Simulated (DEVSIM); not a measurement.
Structure: Ru/SiO2/n-Ge capacitor, at 500 K.

```tsv
layer (left to right)	material	thickness (nm)	Nd (cm⁻³)
1	SiO2	5.00	-
2	Ge	3500	2.9e16
```

Metal gate on the left, work function 4.7 eV. Fixed charge at the semiconductor interface 2.1e11 cm⁻² (in units of +e); no interface traps.

The device is made up for the run: typed textbook-type constants, with dimensions and the other settings drawn at random. Values at 300 K; Nc and Nv go as T^1.5, mobilities as T to minus their exponent, the gap by Varshni's rule with the affinity fixed.

| parameter | SiO2 | Ge |
|---|---|---|
| gap (eV) | 9 | 0.664 |
| affinity (eV) | 0.9 | 4 |
| permittivity | 3.9 | 16 |
| Nc (cm⁻³) | - | 1.04e19 |
| Nv (cm⁻³) | - | 6e18 |
| Varshni α (eV/K) | - | 0.000477 |
| Varshni β (K) | - | 235 |

Simulated with DEVSIM: 1D Poisson equation in equilibrium, Boltzmann statistics, complete ionisation; no quantum confinement or tunnelling. Metal contacts follow the ideal Schottky-Mott rule: no Fermi-level pinning, no interface dipoles.

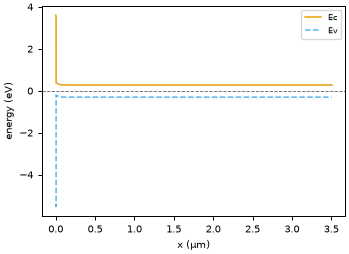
Band edges at 0.2 V on the gate

Energies count from the Fermi level of the right contact; mesh points crowd at the junctions.

```tsv
x (μm)	Ec (eV)	Ev (eV)	n (cm⁻³)	p (cm⁻³)	field (V/cm)
0.000	3.600	-5.400	< 1e2	< 1e2	-250000
0.001126	3.572	-5.428	< 1e2	< 1e2	-250000
0.002665	3.534	-5.466	< 1e2	< 1e2	-250000
0.004197	3.497	-5.503	< 1e2	< 1e2	-250000
0.005582	0.375	-0.207	3.7e15	1.1e17	-35000
0.007639	0.368	-0.214	4.4e15	9.0e16	-33000
0.01184	0.355	-0.227	5.9e15	6.7e16	-28000
0.02596	0.324	-0.258	1.2e16	3.3e16	-17000
0.05206	0.295	-0.287	2.4e16	1.6e16	-7200
0.1090	0.276	-0.306	3.7e16	1.1e16	-1000
0.2253	0.274	-0.308	3.9e16	1.0e16	-16
0.6158	0.274	-0.308	3.9e16	1.0e16	≈ 0
1.338	0.274	-0.308	3.9e16	1.0e16	≈ 0
2.416	0.274	-0.308	3.9e16	1.0e16	≈ 0
3.112	0.274	-0.308	3.9e16	1.0e16	≈ 0
3.319	0.274	-0.308	3.9e16	1.0e16	≈ 0
3.420	0.274	-0.308	3.9e16	1.0e16	≈ 0
3.465	0.274	-0.308	3.9e16	1.0e16	≈ 0
3.492	0.274	-0.308	3.9e16	1.0e16	≈ 0
3.499	0.274	-0.308	3.9e16	1.0e16	≈ 0
3.503	0.274	-0.308	3.9e16	1.0e16	≈ 0
3.505	0.274	-0.308	3.9e16	1.0e16	≈ 0
```
